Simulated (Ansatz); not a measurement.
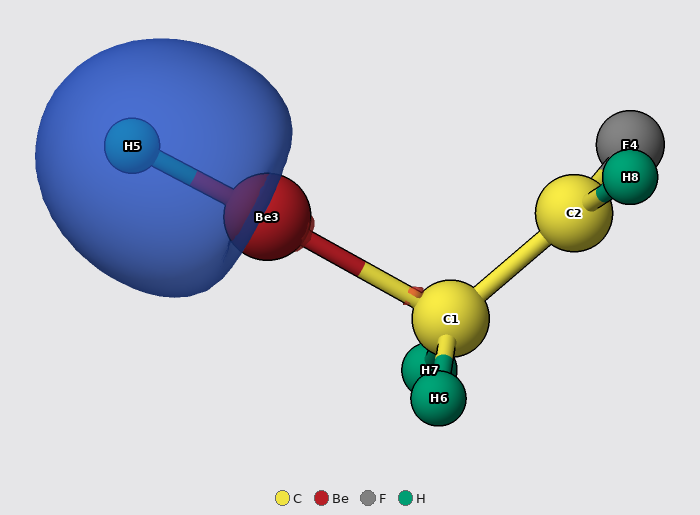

The picture shows: C$_{2}$H$_{4}$BeF (SMILES [BeH][CH2][CH+]F) (charge +1). The HOMO at ±0.2 Å⁻³ᐟ² (blue and red are the two phases), seen across its widest extent.

Geometry: B3LYP-D3(BJ)/def2-SVP.

All numbers below come from Ansatz 0.2.0, isolated molecule in a Gaussian basis; Kohn-Sham density functional theory, functional PBE0.

The calculation's input:

```
crystal:
  periodic: [false, false, false]
  atoms:
    - {symbol: C, position_ang: [-0.592125, 2.595930, -1.510031]}
    - {symbol: C, position_ang: [-0.437146, 3.394155, -0.391806]}
    - {symbol: Be, position_ang: [-0.602993, 0.867711, -1.022317]}
    - {symbol: F, position_ang: [-1.441290, 3.852234, 0.249043]}
    - {symbol: H, position_ang: [-0.602301, -0.400587, -0.696261]}
    - {symbol: H, position_ang: [0.298901, 2.541439, -2.161680]}
    - {symbol: H, position_ang: [-1.575754, 2.644155, -2.013070]}
    - {symbol: H, position_ang: [0.533738, 3.667563, 0.052047]}
basis:
  gaussian:
    orbitals: def2-TZVPD
total_charge: 1
hamiltonian:
  xc: {name: PBE0}
output:
  forces: true
  orbitals: {seedname: orbitals}
```

Launched as:

```sh
ansatz run input.yaml --threads 1 --pin off --max-ram 2610MiB --events-out events.jsonl --progress --plain --runs-dir runs
```

Describe this orbital and give its energy.

Its weight (Hirshfeld) is mainly on H5 (about 55 %) and Be3 (about 40 %). Its energy is −14.34 eV.
